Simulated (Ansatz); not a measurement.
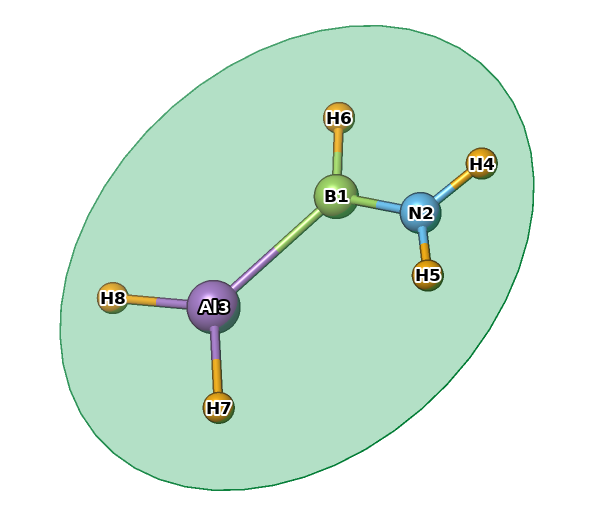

A disc through the centre of mass is drawn in. Atoms fade into the background with distance from the viewer. The geometry was computed by an optimisation with PBE-D4/def2-SVP. No frequency run is at hand to confirm it as a minimum.

**Is the plane of the disc a mirror plane of the structure?**

Yes. The reflection leaves B1, N2, Al3, H4, H5, H6, H7, H8 in place. The point group is Cs.
